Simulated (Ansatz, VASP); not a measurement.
# Cross-check of BiB between VASP and Ansatz

One calculation is typed for both programs; each brings its own data sets. How far apart do they land? The cell is generated by rule, not measured, and may not be a known phase. The cell is taken from a series of VASP runs on this material, whose earlier steps may have relaxed, scaled or displaced it; both programs get it as it stands. Valence electrons are named where the data sets of a main pair hold unlike numbers.

Method: plane waves, with VASP 6.6.1 beside it; band structure at PBE, spin-orbit coupling, in Ansatz 0.2.0.

The structure was built from a prototype and need not be the compound's stable phase.

### Step 1. The structure

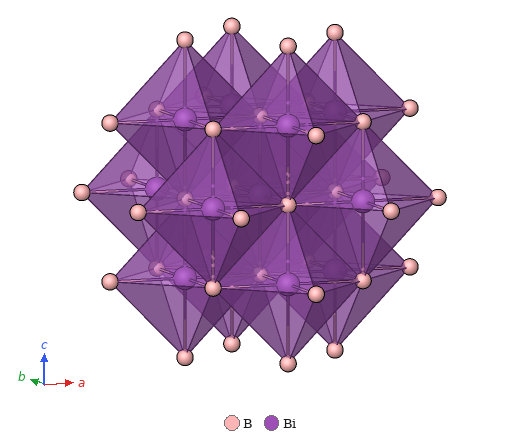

Start, viewed slightly off an axis; boron pink, bismuth purple. This picture shows the conventional cell, with its axes. Some periodic images of atoms are drawn too.

### Step 2. VASP: band structure, PBE, spin-orbit coupling

A single point gives forces, pressure and levels at one fixed geometry, so differences don't come from the geometry; what else differs is listed under the comparison.

Lines of VASP's logs that name or quote its potential files are left out, and so is its time.

The input, INCAR:

```
SYSTEM = BiB
PREC = Accurate
ENCUT = 420
EDIFF = 1E-06
NELM = 100
ISMEAR = 0
SIGMA = 0.02
LREAL = .FALSE.
ALGO = Normal
GGA = PE
LNONCOLLINEAR = .TRUE.
MAGMOM = 0 0 0 0 0 0
NBANDS = 30
GGA_COMPAT = .FALSE.
LASPH = .TRUE.
LSORBIT = .TRUE.
LORBIT = 11
LWAVE = .FALSE.
LCHARG = .FALSE.
KPAR = 4
ISIF = 2
```

The input, POSCAR:

```
BiB
1.0
    0.0000000000      2.6000000000      2.6000000000
    2.6000000000      0.0000000000      2.6000000000
    2.6000000000      2.6000000000      0.0000000000
B Bi
1 1
Direct
    0.0000000000      0.0000000000      0.0000000000
    0.5000000000      0.5000000000      0.5000000000
```

The input, KPOINTS:

```
Automatic mesh
0
Gamma
10 10 10
0 0 0
```

The input, KPOINTS_OPT:

```
Line mode
16
Line-mode
Reciprocal
  0.00000000   0.00000000   0.00000000 GAMMA
  0.50000000   0.00000000   0.50000000 X

  0.50000000   0.00000000   0.50000000 X
  0.50000000   0.25000000   0.75000000 W

  0.50000000   0.25000000   0.75000000 W
  0.37500000   0.37500000   0.75000000 K

  0.37500000   0.37500000   0.75000000 K
  0.00000000   0.00000000   0.00000000 GAMMA

  0.00000000   0.00000000   0.00000000 GAMMA
  0.50000000   0.50000000   0.50000000 L

  0.50000000   0.50000000   0.50000000 L
  0.62500000   0.25000000   0.62500000 U

  0.62500000   0.25000000   0.62500000 U
  0.50000000   0.25000000   0.75000000 W

  0.50000000   0.25000000   0.75000000 W
  0.50000000   0.50000000   0.50000000 L

  0.50000000   0.50000000   0.50000000 L
  0.37500000   0.37500000   0.75000000 K

  0.62500000   0.25000000   0.62500000 U
  0.50000000   0.00000000   0.50000000 X
```

Potentials, in the order of the species: B and Bi_d (PBE family, release 64).

The run is started by

```console
$ mpirun -np 4 vasp_ncl
```

Numbers of over 12 decimals in the logs are rounded to 6 here.

The log of the run:

```text
[banner, memory and clock lines left out]
running    4 mpi-ranks, on    1 nodes
 distrk:  each k-point on    1 cores,    4 groups
 distr:  one band on    1 cores,    1 groups

 POSCAR found type information on POSCAR B Bi
 POSCAR found :  2 types and       2 ions
 LDA part: xc-table for (Slater+PW92), standard interpolation
 POSCAR, INCAR and KPOINTS ok, starting setup
 FFT: planning ... GRIDC
 FFT: planning ... GRID_SOFT
 FFT: planning ... GRID
 WAVECAR not read
 entering main loop
       N       E                     dE             d eps       ncg     rms          rms(c)
DAV:   1     0.170483284376E+03    0.17048E+03   -0.80321E+03  2828   0.129E+03
DAV:   2     0.761264535377E+01   -0.16287E+03   -0.15656E+03  2832   0.382E+02
DAV:   3    -0.857933434858E+01   -0.16192E+02   -0.15838E+02  3464   0.126E+02
DAV:   4    -0.915092644911E+01   -0.57159E+00   -0.56914E+00  3370   0.244E+01
DAV:   5    -0.917564352049E+01   -0.24717E-01   -0.24714E-01  4048   0.487E+00    0.262E+00
DAV:   6    -0.884520812963E+01    0.33044E+00   -0.51659E-01  3788   0.659E+00    0.884E-01
DAV:   7    -0.884161870295E+01    0.35894E-02   -0.11389E-01  3426   0.179E+00    0.500E-01
DAV:   8    -0.884150975743E+01    0.10895E-03   -0.60334E-03  3770   0.103E+00    0.346E-01
DAV:   9    -0.884179397201E+01   -0.28421E-03   -0.62459E-04  3680   0.258E-01    0.765E-02
DAV:  10    -0.884157742902E+01    0.21654E-03   -0.45723E-04  3800   0.313E-01    0.221E-02
DAV:  11    -0.884157928821E+01   -0.18592E-05   -0.54805E-05  3266   0.613E-02    0.983E-03
DAV:  12    -0.884157850167E+01    0.78654E-06   -0.38581E-06  2942   0.164E-02
   1 F= -.88415785E+01 E0= -.88413007E+01  d E =-.555584E-03  mag=     0.0000     0.0000    -0.0000
 Start KPOINTS_OPT (optional k-point list driver)
k-point batch [1-47\160]
       N       E                     dE             ncg
DAV:   1     0.292035137822E+04   -0.20810E+05     2834
DAV:   2    -0.482284940635E+04   -0.77432E+04     2820
DAV:   3    -0.557168033079E+04   -0.74883E+03     3594
DAV:   4    -0.559653873681E+04   -0.24858E+02     3406
DAV:   5    -0.559747351114E+04   -0.93477E+00     4016
DAV:   6    -0.559749222508E+04   -0.18714E-01     3798
DAV:   7    -0.559749252912E+04   -0.30404E-03     4002
DAV:   8    -0.559749253447E+04   -0.53517E-05     3240
DAV:   9    -0.559749253470E+04   -0.22912E-06     2134
[...]
k-point batch [142-160\160]
       N       E                     dE             ncg
DAV:   1     0.168180120071E+05   -0.10778E+05     1146
DAV:   2     0.137069723848E+05   -0.31110E+04     1156
DAV:   3     0.134176854012E+05   -0.28929E+03     1404
DAV:   4     0.134080046939E+05   -0.96807E+01     1454
DAV:   5     0.134076598288E+05   -0.34487E+00     1646
DAV:   6     0.134076554196E+05   -0.44092E-02     1566
DAV:   7     0.134076553081E+05   -0.11144E-03     1664
DAV:   8     0.134076553065E+05   -0.16800E-05     1352
DAV:   9     0.134076553064E+05   -0.83684E-07      890
```

OUTCAR, selected parts (step 2):

```text
ion  position               nearest neighbor table
   1  0.000  0.000  0.000-   2 2.60   2 2.60   2 2.60   2 2.60   2 2.60   2 2.60
   2  0.500  0.500  0.500-   1 2.60   1 2.60   1 2.60   1 2.60   1 2.60   1 2.60

  LATTYP: Found a face centered cubic cell.
 ALAT       =     5.2000000000

 Subroutine GETGRP returns: Found 48 space group operations
 (whereof 48 operations were pure point group operations)

The static configuration has the point symmetry O_h .

 Found     47 irreducible k-points:

   k-points           NKPTS =     47   k-points in BZ     NKDIM =     47   number of bands    NBANDS=     30

   dimension x,y,z NGX =    28 NGY =   28 NGZ =   28
   dimension x,y,z NGXF=    56 NGYF=   56 NGZF=   56

   ENCUT  =  420.0 eV  30.87 Ry    5.56 a.u.   6.14  6.14  6.14*2*pi/ulx,y,z

   NELECT =      18.0000    total number of electrons

 k-points in reciprocal lattice and weights: Automatic mesh
   0.00000000  0.00000000  0.00000000       0.001
   0.10000000  0.00000000  0.00000000       0.008
   0.20000000  0.00000000  0.00000000       0.008
   0.30000000  0.00000000  0.00000000       0.008
   0.40000000  0.00000000  0.00000000       0.008
   0.50000000  0.00000000  0.00000000       0.004
   0.10000000  0.10000000  0.00000000       0.006
   0.20000000  0.10000000  0.00000000       0.024
   0.30000000  0.10000000  0.00000000       0.024
[...]
-0.30000000  0.40000000  0.20000000       0.024
  -0.30000000  0.50000000  0.20000000       0.012

 average (electrostatic) potential at core
       1 -24.8670       2-102.1376

 E-fermi :   8.5932

 k-point     1 :       0.0000    0.0000    0.0000
  band No.  band energies     occupation
    ...
     10     -12.8720      1.00000
     11      -5.7661      1.00000
     12      -5.7661      1.00000
     13       7.7098      1.00000
     14       7.7098      1.00000
     15       8.7607      0.00000
     16       8.7607      0.00000
     17       8.7607      0.00000
     18       8.7607      0.00000
     19       9.0513      0.00000
    ...

 k-point     2 :       0.1000    0.0000    0.0000
  band No.  band energies     occupation
    ...
     12      -5.6056      1.00000
     13       6.7328      1.00000
     14       6.7328      1.00000
     15       8.1895      1.00000
     16       8.1895      1.00000
     17       8.7910      0.00000
     18       8.7910      0.00000
     19      10.2090      0.00000
     20      10.2090      0.00000
     21      13.4155      0.00000
    ...

 k-point     3 :       0.2000    0.0000    0.0000
  band No.  band energies     occupation
    ...
     12      -5.1282      1.00000
     13       4.7530      1.00000
     14       4.7530      1.00000
     15       8.2699      1.00000
     16       8.2699      1.00000
     17       8.8971      0.00000
     18       8.8971      0.00000
     19      10.9916      0.00000
     20      10.9916      0.00000
     21      12.4791      0.00000
    ...

  Total        1.0305499      1.0305499      1.0305499      0.0000000      0.0000000     -0.0000000
  in kB       46.9709730     46.9709730     46.9709730      0.0000000      0.0000000     -0.0000000
  external PRESSURE =      46.9709730 kB  Pullay stress =       0.0000000 kB

  energy-cutoff  :      420.00
  volume of cell :       35.15
      direct lattice vectors                 reciprocal lattice vectors
     0.000000000  2.600000000  2.600000000    -0.192307692  0.192307692  0.192307692
     2.600000000  0.000000000  2.600000000     0.192307692 -0.192307692  0.192307692
     2.600000000  2.600000000  0.000000000     0.192307692  0.192307692 -0.192307692

 POSITION                                       TOTAL-FORCE (eV/Angst)
 -----------------------------------------------------------------------------------
      0.00000      0.00000      0.00000        -0.000000      0.000000     -0.000000
      2.60000      2.60000      2.60000         0.000000     -0.000000      0.000000
 -----------------------------------------------------------------------------------
    total drift:                                0.000000      0.000000      0.000000

  FREE ENERGIE OF THE ION-ELECTRON SYSTEM (eV)
  ---------------------------------------------------
  free  energy   TOTEN  =        -8.8415785017 eV

  energy  without entropy=       -8.8410229174  energy(sigma->0) =       -8.84130071

 Spin-Orbit-Coupling matrix elements
 Ion:    1  E_soc:     -0.0000944
 Ion:    2  E_soc:     -1.4299953

 total charge
# of ion       s       p       d       tot
------------------------------------------
    1        0.755   0.845   0.000   1.600
    2        1.495   1.364   9.983  12.842
--------------------------------------------------
tot          2.250   2.210   9.983  14.442

 magnetization (x)
# of ion       s       p       d       tot
------------------------------------------
    1       -0.000   0.000   0.000  -0.000
    2        0.000   0.000   0.000   0.000
--------------------------------------------------
tot          0.000   0.000   0.000   0.000

 magnetization (y)
# of ion       s       p       d       tot
------------------------------------------
    1        0.000   0.000   0.000   0.000
    2       -0.000  -0.000   0.000  -0.000
--------------------------------------------------
tot         -0.000  -0.000   0.000  -0.000

 magnetization (z)
# of ion       s       p       d       tot
------------------------------------------
    1        0.000  -0.000   0.000   0.000
    2       -0.000   0.000  -0.000   0.000
--------------------------------------------------
tot         -0.000   0.000  -0.000   0.000

[... 3 further parts left out ...]
```

The run ends at a pressure of 4.70 GPa.

### Step 3. Ansatz: band structure, PBE, spin-orbit coupling

Ansatz runs on its fully relativistic PAW (standard-fr) files.

The same cell, functional, mesh and smearing now go to Ansatz, which takes its cutoff from its data sets.

The input, input.yaml:

```yaml
crystal:
  lattice:
    - [0.0, 2.6, 2.6]
    - [2.6, 0.0, 2.6]
    - [2.6, 2.6, 0.0]
  atoms:
    - { symbol: B, position: [0.0, 0.0, 0.0] }
    - { symbol: Bi, position: [0.5, 0.5, 0.5] }
hamiltonian:
  xc: pbe
  pseudopotentials: { kind: paw_fr }
magnetization:
  noncollinear: true
  spin_orbit: true
kpoints:
  mp_grid: { grid: [10, 10, 10] }
  band_path:
    path:
      - [0.0, 0.0, 0.0]
      - [0.16667, 0.0, 0.16667]
      - [0.33333, 0.0, 0.33333]
      - [0.5, 0.0, 0.5]
      - [0.5, 0.08333, 0.58333]
      - [0.5, 0.18333, 0.68333]
      - [0.5, 0.25, 0.75]
      - [0.45, 0.3, 0.75]
      - [0.40833, 0.34167, 0.75]
      - [0.35, 0.35, 0.7]
      - [0.225, 0.225, 0.45]
      - [0.075, 0.075, 0.15]
      - [0.03333, 0.03333, 0.03333]
      - [0.23333, 0.23333, 0.23333]
      - [0.4, 0.4, 0.4]
      - [0.51667, 0.46667, 0.51667]
      - [0.55833, 0.38333, 0.55833]
      - [0.60833, 0.28333, 0.60833]
      - [0.60833, 0.25, 0.64167]
      - [0.55833, 0.25, 0.69167]
      - [0.51667, 0.25, 0.73333]
      - [0.5, 0.3, 0.7]
      - [0.5, 0.38333, 0.61667]
      - [0.5, 0.48333, 0.51667]
      - [0.475, 0.475, 0.55]
      - [0.425, 0.425, 0.65]
      - [0.38333, 0.38333, 0.73333]
      - [0.59167, 0.18333, 0.59167]
      - [0.55, 0.1, 0.55]
      - [0.5, 0.0, 0.5]
    npoints: 1
scf:
  occupations: { method: gaussian, width: 0.02 }
  n_extra_bands: 14
output:
  forces: true
  stress: true
  eigenvalues: true
  write_density: true
  write_potential: true
  elf: true
  volumetric_format: npy
```

The run is started by

```console
$ ansatz run input.yaml --threads 2 --pin off --max-ram 4608MiB --backend cpu --events-out ev --progress --plain --runs-dir out
```

The log of the run:

```text
scf.n_extra_bands = 14 over 18 filled bands (N_el = 18.0): the run solves 32 bands
Engine: ansatz 0.2.0, aarch64-unknown-linux-gnu
Pseudopotentials: kind: paw_fr
Pseudopotential: B, paw_fr, valence charge 3, recommended cutoff 420 eV (normal), B.paw.azcp#standard-fr
Pseudopotential: Bi, paw_fr, valence charge 15, recommended cutoff 420 eV (normal), Bi.paw.azcp#standard-fr
Functional definition: PBE
  parameter kappa = 0.804
  parameter beta = 0.066725
  exchange = pbe_x(kappa = kappa, mu = beta*pi^2/3)
  correlation = pbe_c(beta = beta)
non-collinear run that drives no moment, with spin-orbit: no starting moment large enough to seed its density (crystal.atoms[].spin), no starting occupations that ask for one, no magnetisation constraint and no magnetic field, so the semilocal B_xc is pinned to zero
Crystal: 2 atoms, lattice volume = 35.152 Å³
Basis set: ecut = 420 eV, 701 PW (Γ), exchange–correlation on 50×50×50 points (8 copies of the dense FFT grid, shifted against one another)
Bands: 32, of which v1, the nominal top of the filled ones, is band 18 counted from 1 (17 counted from 0)
Symmetry: 48 space group operations + 48 with time reversal
Magnetic group: BNS 225.117 (UNI 1619), of the structure as read, at distance tolerance 3.3e-5 Å
k-points: 47 of 1000
Projection manifold: j_resolved (fully-relativistic pseudo-atomic orbitals)
Non-local potential: B, projectors of the file, l = 0: 2, l = 1: 4, l = 2: 2
Non-local potential: Bi, projectors of the file, l = 0: 2, l = 1: 4, l = 2: 4, l = 3: 4
PAW form: soft (Blöchl's): semilocal exchange-correlation on the pseudo side does not see the compensation charge
PAW one-centre angular grid: B, 110 points (default); XC on 64 Gauss nodes
PAW one-centre angular grid: Bi, 590 points (default); XC on 96 Gauss nodes
Initial density: superposition of atomic densities (chi_scale 0.1, normalization cell, long waves kept (reshape's long-wave potential 0.00 eV rms))
Initial wavefunctions: pseudopotential atomic-orbital guess
Functional: x = pbe(κ = 0.804, μ = 0.219515), c = pbe(β = 0.066725)
SCF iter   1: F=—  HF=-12592.082945 eV  |F-HF|=—  |Δ(HF+E_count)|=         —  Δρ=4.17e-2  dr2=1.14e0  dr2_m=0.00e0 (ungated)  ethr=3.10e-3  |M|=0.00e0 ∫|m|=0.00e0 μB  |m|>n=0.0e0 m-floor=0.0e0 τ_xc=0.0e0  β_m=0.30  ⟨swp⟩=6.6  Hψ=3862  notcnv=0  defer=146
preconditioner: auto → Kerker (q_TF=auto, 2.440 Å⁻¹)  [metal: Δε(μ)=0.002 eV  Ē_g=21.984 eV  σ=0.020 eV  W_gap=0.07  n_scr=14 (ndim 8)  ℏωp=26.6 eV  f_vac=0.000  D(μ)=4.17/eV (n_scr^D=58)]
spin=Noncollinear: Kerker preconditioning applied to the charge; magnetization (m_x, m_y, m_z) channels mix plain (no charge-response kernel on spin).
SCF iter   2: F=—  HF=-12591.889348 eV  |F-HF|=—  |Δ(HF+E_count)|=   1.94e-1  Δρ=2.82e-2  dr2=5.10e-1  dr2_m=0.00e0 (ungated)  ethr=3.10e-3  |M|=0.00e0 ∫|m|=0.00e0 μB  |m|>n=0.0e0 m-floor=0.0e0 τ_xc=0.0e0  β_m=0.59  ⟨swp⟩=2.0  Hψ=1088  notcnv=0  defer=308
preconditioner: auto → none  [insulator: Δε(μ)=0.029 eV  Ē_g=22.161 eV  σ=0.020 eV  W_gap=0.64  n_scr=14 (ndim 8)  ℏωp=26.6 eV  f_vac=0.000  D(μ)=2.84/eV (n_scr^D=26)  ε∞_Penn≈2.4]
SCF iter   3: F=—  HF=-12591.750083 eV  |F-HF|=—  |Δ(HF+E_count)|=   1.39e-1  Δρ=3.81e-3  dr2=4.09e-3  dr2_m=0.00e0 (ungated)  ethr=2.84e-3  |M|=0.00e0 ∫|m|=0.00e0 μB  |m|>n=0.0e0 m-floor=0.0e0 τ_xc=0.0e0  β_m=0.77  ⟨swp⟩=2.0  Hψ=851  notcnv=0  defer=318
SCF iter   4: F=—  HF=-12591.750379 eV  |F-HF|=—  |Δ(HF+E_count)|=   2.96e-4  Δρ=9.97e-4  dr2=2.51e-4  dr2_m=0.00e0 (ungated)  ethr=2.27e-5  |M|=0.00e0 ∫|m|=0.00e0 μB  |m|>n=0.0e0 m-floor=0.0e0 τ_xc=0.0e0  β_m=0.63  ⟨swp⟩=2.9  Hψ=1243  notcnv=0  defer=338
SCF iter   5: F=—  HF=-12591.750247 eV  |F-HF|=—  |Δ(HF+E_count)|=   1.31e-4  Δρ=1.92e-4  dr2=8.14e-6  dr2_m=0.00e0 (ungated)  ethr=1.39e-6  |M|=0.00e0 ∫|m|=0.00e0 μB  |m|>n=0.0e0 m-floor=0.0e0 τ_xc=0.0e0  β_m=0.75  ⟨swp⟩=2.1  Hψ=945  notcnv=0  defer=338
SCF iter   6: F=—  HF=-12591.750247 eV  |F-HF|=—  |Δ(HF+E_count)|=   3.75e-7  Δρ=2.54e-5  dr2=1.13e-7  dr2_m=0.00e0 (ungated)  ethr=4.52e-8  |M|=0.00e0 ∫|m|=0.00e0 μB  |m|>n=0.0e0 m-floor=0.0e0 τ_xc=0.0e0  β_m=0.83  ⟨swp⟩=2.5  Hψ=964  notcnv=0  defer=338
SCF iter   7: F=-12591.750247 eV  HF=-12591.750247 eV  |F-HF|=3.04e-10  |Δ(HF+E_count)|=   1.09e-7  Δρ=2.41e-6  dr2=1.50e-9  dr2_m=0.00e0 (ungated)  ethr=5.56e-10  |M|=0.00e0 ∫|m|=0.00e0 μB  |m|>n=0.0e0 m-floor=0.0e0 τ_xc=0.0e0  ⟨swp⟩=15.5  Hψ=5794  notcnv=0
SCF 1 converged in 7 iterations: F = -12591.750247 eV  dr2 = 1.50e-9
  greatest PAW one-centre occupation: 0.987 electrons in one spin orbital (limit 2), on the Bi atom at site 1 (counted from 0), in its partial waves of l = 2
NSCF: frozen V_eff on 30 k-points
SCF converged after 7 iterations
Magnetization: |M| = 0.0000 μB,  M = (+0.0000, +0.0000, +0.0000) μB
Absolute magnetization: 0.0000 μB (∫|m|)
  site 0: m = (+0.0000, +0.0000, +0.0000) μB, |m| = 0.0000 μB  (R = 1.07 Å)
  site 1: m = (+0.0000, +0.0000, +0.0000) μB, |m| = 0.0000 μB  (R = 1.07 Å)
Free energy (F): -12591.750247 eV
Harris-Foulkes:  -12591.750247 eV  (|F-HF|=3.04e-10)
Internal energy: -12591.749770 eV  (E = F + TS)
E sigma→0 (E₀):  -12591.750009 eV
Entropy (-TS):   -0.000477 eV (-0.238 meV/atom)
Fermi energy:    12.608984 eV
--- Per-component energies (eV) ---
  E_band       = -43.556497
  E_kinetic    = 347.014205
  E_local      = -1356.754134  (includes V_loc(G=0)·N_el)
  E_nonlocal   = 575.657862
  E_hartree    = 431.332194
  E_xc         = -182.183801
  E_vxc        = -180.785535  (∫ρ·V_xc dr)
  E_paw        = -10785.562844  (= ΣΔE_a)
  E_vpaw       = -291.351944  (= ΣTr[D̂ρ^β])
  E_aug_tail   = -0.000374  (compensation charges beyond the density's cutoff)
  E_ewald      = -1621.252879
  E_smearing   = -0.000477  (= −TS)
  E_closure    = 0.000000  (closes the sum)
  Σ components = -12591.750247   (vs F -12591.750247, Δ=0.00e0)
--- Forces (eV/Å), atoms counted from 1 ---
  atom   1  B     -0.00000000     0.00000000    -0.00000000
  atom   2  Bi     0.00000000    -0.00000000     0.00000000
  max |Σ_I F_I| component: 1.59e-28 eV/Å
--- Stress (GPa, compression-positive) ---
        4.718666       0.000000       0.000000
       -0.000000       4.718666       0.000000
       -0.000000      -0.000000       4.718666
  P = ⅓ Tr σ = 4.7187 GPa (47.187 kbar)
--- Band table (eV; the first three rows and the last of 47) ---
  k-point 0: bands = [... 14 lower, 12.7823, 12.7823, 12.7823, 12.7823, 13.1038, 13.1038, 17.7107, 17.7107, ... 10 higher]
  k-point 1: bands = [... 14 lower, 12.1584, 12.1584, 12.8129, 12.8129, 14.2403, 14.2403, 17.2824, 17.2824, ... 10 higher]
  k-point 2: bands = [... 14 lower, 12.2160, 12.2160, 12.9193, 12.9193, 15.0162, 15.0162, 16.3905, 16.3905, ... 10 higher]
  k-point 46: bands = [... 14 lower, 7.0620, 7.0620, 8.2080, 8.2080, 13.9425, 13.9425, 17.2133, 17.2133, ... 10 higher]
```

It took 15 s on 2 threads of Arm Neoverse N1, shared host; peak memory 0.44 GiB; 28 s of CPU time.

### Step 4. Side by side

Known differences besides the potentials themselves: spin-orbit coupling enters by fully relativistic files in Ansatz and inside the spheres in VASP. Total energies have different zeros and are not compared.

Both answers:

```
                                        quantity  Ansatz  VASP  difference
                                  pressure (GPa)    4.72  4.70       +0.02
pressure without Ansatz's Pulay correction (GPa)    4.63  4.70       -0.06
```

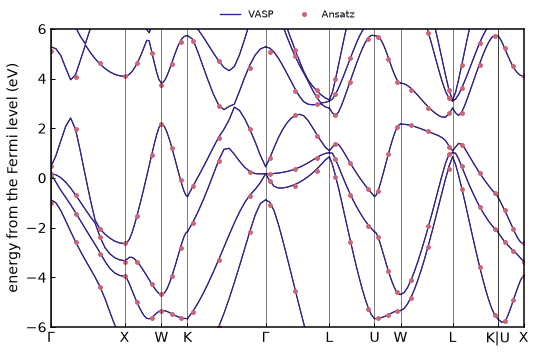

Bands from VASP (lines) and levels from Ansatz (dots). Dots without a line are higher empty bands that the VASP plot leaves out.

Levels from 3 eV below to 2 eV above the Fermi level differ by 37 meV r.m.s. and 117 meV at most; each VASP level is matched to the nearest of Ansatz, which flatters the figure a little. Ansatz's pressure holds a Pulay correction of 0.08 GPa; VASP's holds none.

### Step 5. Summary of results

| Quantity | Value |
| --- | --- |
| r.m.s. difference of levels near the Fermi level (band structure, PBE, spin-orbit coupling) | 37 meV |

In words: The r.m.s. difference of levels near the Fermi level is 37 meV (band structure, PBE, spin-orbit coupling), within the 80 meV picked in this series as the mark of a large difference. 1 further run of this series is not shown here. Such differences can come from data sets, numerical settings and the points named under the comparisons, not from the functional's error against experiment.

[Lines on the potential files, build, host, timing and source positions are cut from VASP's logs without a mark.]

[Logs are printed without paths, hosts, clocks, repeated set-up lines and the standing remarks that a program may print on its own settings, such as how far it seeks lower states.]

[Hosts, paths, dates, database ids (printed as entryN), source tags and the programs' standing remarks are cut or masked in the printed files.]
